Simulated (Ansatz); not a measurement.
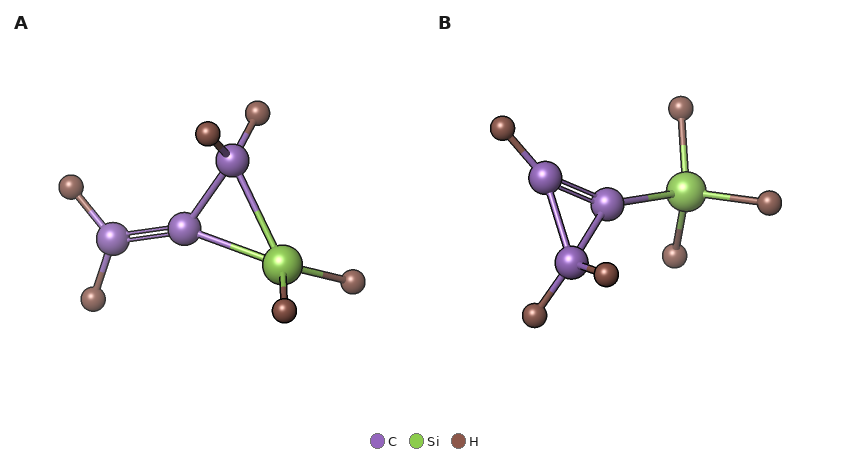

2 stationary structures of one formula. Geometries: PBE-D4/def2-SVP. Electronic energies: PBE-D4/def2-SVP (Ansatz 0.2.0), without zero-point energy. No frequency run is at hand to confirm each as a minimum.

**How are they related?**

They are constitutional isomers of C3H6Si: A `C=C1C[SiH2]1`, B `[SiH3]C1=CC1`.

**Which structure is the most stable?**

A is lowest; B lies 10.1 kcal/mol above it.
